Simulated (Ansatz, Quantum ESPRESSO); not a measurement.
# Al: work function by face, part 2 of 6

Aim: the work function of the low-index faces of Al, their order, and how far the functional matters.

Quantum ESPRESSO 7.5; plane-wave DFT, PBE, GBRV ultrasoft pseudopotentials; geometry and cross-check by Ansatz 0.2.0 with PAW datasets.

So far. Step 2 (Geometry from Ansatz of (111)):  Held were the atoms numbered 3; the forces quoted are those on the free ones.

**3. Ground state of (111), PBE**

Both faces of the slab are alike, so a plain periodic cell serves and symmetry is kept.

Level of this step: plane-wave DFT, PBE, GBRV ultrasoft pseudopotentials (Quantum ESPRESSO 7.5).

The input, 111.pbe.in:

```
&control
  prefix = '111.pbe'
  outdir = './out'
  pseudo_dir = './pseudo'
  calculation = 'scf'
  tprnfor = .true.
/
&system
  ibrav = 0
  nat = 5
  ntyp = 1
  ecutwfc = 40
  ecutrho = 200
  occupations = 'smearing'
  smearing = 'mv'
  degauss = 0.02
/
&electrons
  conv_thr = 1e-07
  mixing_beta = 0.4
  electron_maxstep = 120
  mixing_mode = 'local-TF'
/
ATOMIC_SPECIES
  Al  26.9815  al_pbe_v1.uspp.F.UPF
CELL_PARAMETERS angstrom
  2.86378246382125 0.00000000000000 0.00000000000000
  1.43189123191063 2.48010836458159 0.00000000000000
  0.00000000000000 0.00000000000000 25.35307436090000
ATOMIC_POSITIONS crystal
  Al  0.666666666667 0.666666666667 0.315005921511
  Al  0.000000000000 0.000000000000 0.408102120770
  Al  0.333333333333 0.333333333333 0.500000000000
  Al  0.666666666667 0.666666666667 0.591897844349
  Al  0.000000000000 -0.000000000000 0.684994188713
K_POINTS automatic
  12 12 1 0 0 0
```

Launch:

```console
$ OMP_NUM_THREADS=1 mpirun -n 2 pw.x -nk 2 -in 111.pbe.in > 111.pbe.out
```

The program printed:

```text
Program PWSCF v.7.5 starts
[citation notice left out]

     Parallel version (MPI & OpenMP), running on       2 processor cores
     Number of MPI processes:                 2
     Threads/MPI process:                     1

     MPI processes distributed on     1 nodes
[...]
Current dimensions of program PWSCF are:
     Max number of different atomic species (ntypx) = 10
     Max number of k-points (npk) =  40000
     Max angular momentum in pseudopotentials (lmaxx) =  4
     Message from routine setup:
     using ibrav=0 with symmetry is DISCOURAGED, use correct ibrav instead

     K-points division:     npool     =       2
     Subspace diagonalization in iterative solution of the eigenvalue problem:
     a serial algorithm will be used

     G-vector sticks info
     --------------------
     sticks:   dense  smooth     PW     G-vecs:    dense   smooth      PW
     Sum         409     313    109                57983    41341    7729

     Using Slab Decomposition

     bravais-lattice index     =            0
     lattice parameter (alat)  =       5.4118  a.u.
     unit-cell volume          =    1215.1724 (a.u.)^3
     number of atoms/cell      =            5
     number of atomic types    =            1
     number of electrons       =        15.00
     number of Kohn-Sham states=           12
     kinetic-energy cutoff     =      40.0000  Ry
     charge density cutoff     =     200.0000  Ry
     scf convergence threshold =      1.0E-07
     mixing beta               =       0.4000
     number of iterations used =            8  local-TF  mixing
     Exchange-correlation= SLA  PW   PBE  PBE
                           (   1   4   3   4   0   0   0)

     celldm(1)=   5.411765  celldm(2)=   0.000000  celldm(3)=   0.000000
     celldm(4)=   0.000000  celldm(5)=   0.000000  celldm(6)=   0.000000

     crystal axes: (cart. coord. in units of alat)
               a(1) = (   1.000000   0.000000   0.000000 )
               a(2) = (   0.500000   0.866025   0.000000 )
               a(3) = (   0.000000   0.000000   8.853003 )

     reciprocal axes: (cart. coord. in units 2 pi/alat)
               b(1) = (  1.000000 -0.577350  0.000000 )
               b(2) = (  0.000000  1.154701  0.000000 )
               b(3) = (  0.000000  0.000000  0.112956 )

     PseudoPot. # 1 for Al read from file:
     ./pseudo/al_pbe_v1.uspp.F.UPF
     Pseudo is Ultrasoft + core correction, Zval =  3.0
     Generated by new atomic code, or converted to UPF format
     Using radial grid of  893 points,  3 beta functions with:
                l(1) =   0
                l(2) =   1
                l(3) =   2
     Q(r) pseudized with  8 coefficients,  rinner =    0.900   0.900   0.900
                                                       0.900   0.900

     atomic species   valence    mass     pseudopotential
     Al                3.00    26.98150     Al( 1.00)

     12 Sym. Ops., with inversion, found ( 6 have fractional translation)

   Cartesian axes

     site n.     atom                  positions (alat units)
         1        Al     tau(   1) = (   1.0000000   0.5773503   2.7887483  )
         2        Al     tau(   2) = (   0.0000000   0.0000000   3.6129292  )
         3        Al     tau(   3) = (   0.5000000   0.2886751   4.4265014  )
         4        Al     tau(   4) = (   1.0000000   0.5773503   5.2400733  )
         5        Al     tau(   5) = (   0.0000000   0.0000000   6.0642555  )

     number of k points=    19  Marzari-Vanderbilt smearing, width (Ry)=  0.0200
                       cart. coord. in units 2pi/alat
        k(    1) = (   0.0000000   0.0000000   0.0000000), wk =   0.0138889
        k(    2) = (   0.0000000   0.0962250   0.0000000), wk =   0.0833333
        k(    3) = (   0.0000000   0.1924501   0.0000000), wk =   0.0833333
        k(    4) = (   0.0000000   0.2886751   0.0000000), wk =   0.0833333
        k(    5) = (   0.0000000   0.3849002   0.0000000), wk =   0.0833333
        k(    6) = (   0.0000000   0.4811252   0.0000000), wk =   0.0833333
        k(    7) = (   0.0000000  -0.5773503   0.0000000), wk =   0.0416667
        k(    8) = (   0.0833333   0.1443376   0.0000000), wk =   0.0833333
        k(    9) = (   0.0833333   0.2405626   0.0000000), wk =   0.1666667
        k(   10) = (   0.0833333   0.3367877   0.0000000), wk =   0.1666667
[...]
k(   19) = (   0.3333333  -0.5773503   0.0000000), wk =   0.0277778

     Dense  grid:    57983 G-vectors     FFT dimensions: (  27,  27, 216)

     Smooth grid:    41341 G-vectors     FFT dimensions: (  24,  24, 200)

     Estimated max dynamical RAM per process >      81.88 MB

     Estimated total dynamical RAM >     149.60 MB

     Initial potential from superposition of free atoms

     starting charge      14.9877, renormalised to      15.0000

     negative rho (up, down):  1.593E-04 0.000E+00
     Starting wfcs are   20 randomized atomic wfcs

     total cpu time spent up to now is        0.7 secs

     per-process dynamical memory:    46.7 Mb

     Self-consistent Calculation

     iteration #  1     ecut=    40.00 Ry     beta= 0.40
     Davidson diagonalization with overlap
     ethr =  1.00E-02,  avg # of iterations =  4.0

     negative rho (up, down):  3.164E-06 0.000E+00

     total cpu time spent up to now is        2.3 secs

     total energy              =     -33.50653341 Ry
     estimated scf accuracy    <       0.36153008 Ry

     iteration #  2     ecut=    40.00 Ry     beta= 0.40
[...]
negative rho (up, down):  4.422E-04 0.000E+00

[...]
total energy              =     -33.46860499 Ry
     estimated scf accuracy    <       0.22492268 Ry

     iteration #  3     ecut=    40.00 Ry     beta= 0.40
[...]
total energy              =     -33.48664654 Ry
     estimated scf accuracy    <       0.01676513 Ry

     iteration #  4     ecut=    40.00 Ry     beta= 0.40
[...]
negative rho (up, down):  5.780E-06 0.000E+00

[...]
total energy              =     -33.48672793 Ry
     estimated scf accuracy    <       0.02187279 Ry

     iteration #  5     ecut=    40.00 Ry     beta= 0.40
[...]
total energy              =     -33.48744414 Ry
     estimated scf accuracy    <       0.00698176 Ry

     iteration #  6     ecut=    40.00 Ry     beta= 0.40
[...]
negative rho (up, down):  1.026E-08 0.000E+00

[...]
total energy              =     -33.48613517 Ry
     estimated scf accuracy    <       0.00592544 Ry

     iteration #  7     ecut=    40.00 Ry     beta= 0.40
[...]
negative rho (up, down):  1.661E-05 0.000E+00

[...]
total energy              =     -33.48625780 Ry
     estimated scf accuracy    <       0.00116179 Ry

     iteration #  8     ecut=    40.00 Ry     beta= 0.40
[...]
negative rho (up, down):  6.218E-03 0.000E+00

[...]
total energy              =     -33.48597555 Ry
     estimated scf accuracy    <       0.00319959 Ry

     iteration #  9     ecut=    40.00 Ry     beta= 0.40
[...]
negative rho (up, down):  1.203E-03 0.000E+00

[...]
total energy              =     -33.48619933 Ry
     estimated scf accuracy    <       0.00007070 Ry

     iteration # 10     ecut=    40.00 Ry     beta= 0.40
[...]
negative rho (up, down):  3.427E-04 0.000E+00

[...]
total energy              =     -33.48619685 Ry
     estimated scf accuracy    <       0.00012063 Ry

     iteration # 11     ecut=    40.00 Ry     beta= 0.40
[...]
negative rho (up, down):  1.934E-04 0.000E+00

[...]
total energy              =     -33.48620551 Ry
     estimated scf accuracy    <       0.00000112 Ry

     iteration # 12     ecut=    40.00 Ry     beta= 0.40
[...]
negative rho (up, down):  1.869E-04 0.000E+00

[...]
total energy              =     -33.48620587 Ry
     estimated scf accuracy    <       0.00000070 Ry

     iteration # 13     ecut=    40.00 Ry     beta= 0.40
[...]
negative rho (up, down):  1.827E-04 0.000E+00

[...]
total energy              =     -33.48620596 Ry
     estimated scf accuracy    <       0.00000013 Ry

     iteration # 14     ecut=    40.00 Ry     beta= 0.40
[...]
negative rho (up, down):  1.848E-04 0.000E+00

[...]
End of self-consistent calculation

          k = 0.0000 0.0000 0.0000 (  5293 PWs)   bands (ev):

    -9.4251  -8.7076  -7.6066  -6.1119  -4.1833  -2.1451   0.2867   2.6398
     4.4794   5.4550   5.6340   7.1572

          k = 0.0000 0.0962 0.0000 (  5287 PWs)   bands (ev):

    -9.2582  -8.5412  -7.4411  -5.9476  -4.0196  -1.9871   0.4431   2.7935
     4.6372   5.6176   5.7974   7.3082

          k = 0.0000 0.1925 0.0000 (  5235 PWs)   bands (ev):

    -8.7582  -8.0429  -6.9456  -5.4557  -3.5306  -1.5145   0.9077   3.2407
     5.0810   6.0625   6.2532   6.7300

          k = 0.0000 0.2887 0.0000 (  5207 PWs)   bands (ev):

    -7.9282  -7.2159  -6.1235  -4.6406  -2.7234  -0.7322   1.6409   3.4367
     4.2371   4.3737   5.3477   5.9801

          k = 0.0000 0.3849 0.0000 (  5190 PWs)   bands (ev):

    -6.7734  -6.0656  -4.9811  -3.5112  -1.6232   0.2848   0.9624   1.6750
     2.6794   2.9767   4.0927   5.2175

          k = 0.0000 0.4811 0.0000 (  5162 PWs)   bands (ev):

    -5.3018  -4.6010  -3.5313  -2.1078  -1.4675  -0.8722  -0.0759   0.5061
     1.8048   1.8421   3.6310   4.2677

[...]
the Fermi energy is     1.4632 ev

!    total energy              =     -33.48620598 Ry
     estimated scf accuracy    <       0.00000001 Ry
     smearing contrib. (-TS)   =      -0.00031847 Ry
     internal energy E=F+TS    =     -33.48588751 Ry

     The total energy is F=E-TS. E is the sum of the following terms:
     one-electron contribution =    -245.05189274 Ry
     hartree contribution      =     126.45830234 Ry
     xc contribution           =     -21.27993923 Ry
     ewald contribution        =     106.38764212 Ry

     convergence has been achieved in  14 iterations

     negative rho (up, down):  1.848E-04 0.000E+00

     Forces acting on atoms (cartesian axes, Ry/au):

     atom    1 type  1   force =     0.00000000    0.00000000    0.00001245
     atom    2 type  1   force =     0.00000000   -0.00000000   -0.00009723
     atom    3 type  1   force =     0.00000000   -0.00000000    0.00000000
     atom    4 type  1   force =     0.00000000   -0.00000000    0.00009723
     atom    5 type  1   force =     0.00000000    0.00000000   -0.00001245

     Total force =     0.000139     Total SCF correction =     0.000203
     SCF correction compared to forces is large: reduce conv_thr to get better values

[...]
=------------------------------------------------------------------------------=
   JOB DONE.
=------------------------------------------------------------------------------=
```

Elapsed: 18 s, on 2 MPI ranks of Arm Neoverse V2, shared host; peak memory 0.22 GiB.

Numbers from this step:

| Property | Result |
| --- | --- |
| free energy | -455.6030 eV |
| Fermi energy | 1.463 eV |

**4. Electrostatic potential of (111)**

The vacuum level is read from the electrostatic potential (plot_num = 11), averaged over planes.

The input, 111.pbe.pot.in:

```
&inputpp
  prefix = '111.pbe'
  outdir = './out'
  filplot = '111.pbe.pot.dat'
  plot_num = 11
/
```

Launch:

```console
$ OMP_NUM_THREADS=1 mpirun -n 2 pp.x -in 111.pbe.pot.in > 111.pbe.pot.out
```

The program printed:

```text
[banner, memory and clock lines left out]
Program POST-PROC v.7.5 starts

          URL

     ./out/111.pbe.save/

     IMPORTANT: XC functional enforced from input :
     Exchange-correlation= PBE
                           (   1   4   3   4   0   0   0)
     Any further DFT definition will be discarded
     Please, verify this is what you really want

     negative rho (up, down):  1.848E-04 0.000E+00

     Calling punch_plot, plot_num =  11
     Writing data to file  111.pbe.pot.dat
     Message from routine chdens:
     namelist plot not found or invalid, exiting
```

The job ended after 0.76 s (2 MPI ranks; peak memory 0.09 GiB; 1.4 s of CPU time).

This step gave:

- work function of the upper face: 4.103 eV
- slope of the potential above: 2.84e-4 eV/Å
- upper vacuum line continued to the top atoms, over the Fermi level: 4.102 eV
- work function of the lower face: 4.103 eV
- slope of the potential below: -2.32e-4 eV/Å
- lower vacuum line continued to the bottom atoms, over the Fermi level: 4.102 eV

The potential energy, planar mean oscillates, so the rows of the table below give means over windows of 2.35 Å about each position, cut where the curve ends. Its maxima inside the range that stand out by 2 % of the span (Å: eV): 9.2: -0.361, 11.5: -0.507, 13.9: -0.507, 16.2: -0.361. Its minima: 8.0: -14.2, 10.3: -14.2, 12.7: -14.3, 15.0: -14.2, 17.4: -14.2.

Electrostatic potential energy of an electron; zero at the Fermi level. Potential energy, planar mean against z; means over each step:

| z (Å) | potential energy, planar mean (eV) |
| --- | --- |
| 1.18 | 4.10 |
| 3.53 | 4.10 |
| 5.88 | 3.24 |
| 8.23 | -6.64 |
| 10.58 | -6.73 |
| 12.93 | -6.75 |
| 15.28 | -6.70 |
| 17.63 | -6.22 |
| 19.98 | 3.84 |
| 22.33 | 4.10 |
| 24.68 | 4.10 |

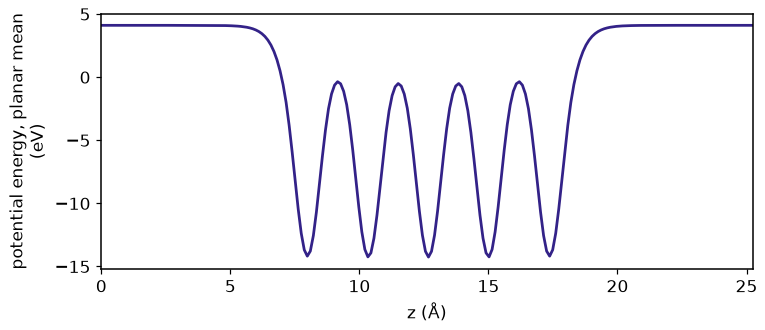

Potential energy, planar mean against z.

**5. Ground state of (111), LDA**

The same atoms under a second functional.

Level of this step: plane-wave DFT, LDA, GBRV ultrasoft pseudopotentials (Quantum ESPRESSO 7.5).

111.lda.in, as its differences from the input of step 3:

```diff
@@ -1,3 +1,3 @@
 &control
-  prefix = '111.pbe'
+  prefix = '111.lda'
   outdir = './out'
@@ -24,3 +24,3 @@
 ATOMIC_SPECIES
-  Al  26.9815  al_pbe_v1.uspp.F.UPF
+  Al  26.9815  al_lda_v1.uspp.F.UPF
 CELL_PARAMETERS angstrom
```

Launch:

```console
$ OMP_NUM_THREADS=1 mpirun -n 2 pw.x -nk 2 -in 111.lda.in > 111.lda.out
```

The program printed:

```text
[banner, memory and clock lines left out]
Program PWSCF v.7.5 starts
[...]
Message from routine setup:
[...]
number of electrons       =        15.00
     number of Kohn-Sham states=           12
     kinetic-energy cutoff     =      40.0000  Ry
     charge density cutoff     =     200.0000  Ry
[...]
number of k points=    19  Marzari-Vanderbilt smearing, width (Ry)=  0.0200
[...]
Dense  grid:    57983 G-vectors     FFT dimensions: (  27,  27, 216)
[...]
negative rho (up, down):  1.688E-04 0.000E+00
     Starting wfcs are   20 randomized atomic wfcs
[...]
negative rho (up, down):  6.681E-06 0.000E+00
[...]
estimated scf accuracy    <       0.36672296 Ry
[...]
negative rho (up, down):  6.348E-04 0.000E+00
[...]
estimated scf accuracy    <       0.22697723 Ry
[...]
estimated scf accuracy    <       0.01714937 Ry
[...]
negative rho (up, down):  1.680E-05 0.000E+00
[...]
estimated scf accuracy    <       0.02219946 Ry
[...]
estimated scf accuracy    <       0.00631129 Ry
[...]
negative rho (up, down):  1.363E-08 0.000E+00
[...]
estimated scf accuracy    <       0.00454825 Ry
[...]
negative rho (up, down):  1.413E-03 0.000E+00
[...]
estimated scf accuracy    <       0.00123457 Ry
[...]
negative rho (up, down):  6.162E-03 0.000E+00
[...]
estimated scf accuracy    <       0.00179232 Ry
[...]
negative rho (up, down):  9.987E-04 0.000E+00
[...]
estimated scf accuracy    <       0.00010352 Ry
[...]
negative rho (up, down):  3.443E-04 0.000E+00
[...]
estimated scf accuracy    <       0.00014319 Ry
[...]
negative rho (up, down):  2.129E-04 0.000E+00
[...]
estimated scf accuracy    <       0.00000165 Ry
[...]
negative rho (up, down):  2.102E-04 0.000E+00
[...]
estimated scf accuracy    <       0.00000032 Ry
[...]
negative rho (up, down):  2.028E-04 0.000E+00
[...]
estimated scf accuracy    <       0.00000013 Ry
[...]
negative rho (up, down):  2.044E-04 0.000E+00
[...]
the Fermi energy is     1.2753 ev
!    total energy              =     -33.15473249 Ry
     estimated scf accuracy    <          9.9E-10 Ry
     smearing contrib. (-TS)   =      -0.00054388 Ry
     internal energy E=F+TS    =     -33.15418860 Ry
[...]
one-electron contribution =    -245.08230242 Ry
     hartree contribution      =     126.48433363 Ry
     xc contribution           =     -20.94386193 Ry
     ewald contribution        =     106.38764212 Ry
     convergence has been achieved in  14 iterations
     negative rho (up, down):  2.044E-04 0.000E+00
[...]
Total force =     0.007987     Total SCF correction =     0.000041
[...]
```

Wall time 18 s (2 MPI ranks); peak memory 0.22 GiB; 35 s of CPU time.

This step gave:

```
free energy  : -451.0931 eV
Fermi energy : 1.275 eV
```

**6. Potential by pp.x of (111)**

The input, 111.lda.pot.in:

```
&inputpp
  prefix = '111.lda'
  outdir = './out'
  filplot = '111.lda.pot.dat'
  plot_num = 11
/
```

Launch:

```console
$ OMP_NUM_THREADS=1 mpirun -n 2 pp.x -in 111.lda.pot.in > 111.lda.pot.out
```

The job ended after 0.76 s (2 MPI ranks; peak memory 0.1 GiB; 1.4 s of CPU time).

Numbers from this step:

```
work function of the upper face                                       : 4.274 eV
slope of the potential above                                          : 2.62e-4 eV/Å
upper vacuum line continued to the top atoms, over the Fermi level    : 4.273 eV
work function of the lower face                                       : 4.274 eV
slope of the potential below                                          : -2.15e-4 eV/Å
lower vacuum line continued to the bottom atoms, over the Fermi level : 4.273 eV
```

On (111) the work function under LDA lies +0.17 eV from PBE's.

[end of part 2 of 6]

[Logs are printed without paths, hosts, clocks, repeated set-up lines and the standing remarks that a program may print on its own settings, such as how far it seeks lower states.]

[Hosts, paths, dates, database ids (printed as entryN), source tags and the programs' standing remarks are cut or masked in the printed files.]

[Maps of the electrostatic potential energy from Ansatz leave out the sawtooth potential of an applied field or a dipole correction, so their vacuum need not be flat; planar profiles and work functions include it.]
